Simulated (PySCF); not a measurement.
SMILES C[SiH2]N at its B3LYP/def2-SVP optimised geometry (Å):

```
10

Si    -0.1508    -0.7689     0.0000
C     -1.0017     0.9198     0.0000
N      1.5886    -0.7689     0.0000
H     -0.5859    -1.5089    -1.2233
H     -0.5859    -1.5090     1.2232
H     -0.7281     1.5090     0.8912
H     -0.7290     1.5086    -0.8917
H     -2.0987     0.7985     0.0006
H      2.0987    -0.4945     0.8343
H      2.0986    -0.4948    -0.8345
```

Computed with B3LYP/def2-TZVP run with PySCF.

Map of the log10 of the electron density (e/bohr³), floored at −4 on the plane z = 1.0 Å:

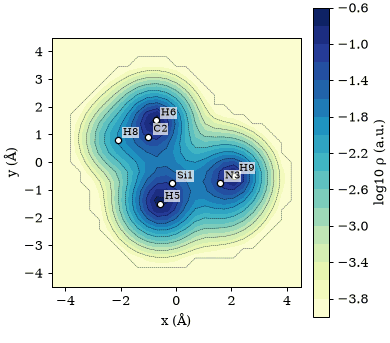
Figure. Log10 of the electron density (e/bohr³), floored at −4 on the plane z = 1.0 Å.
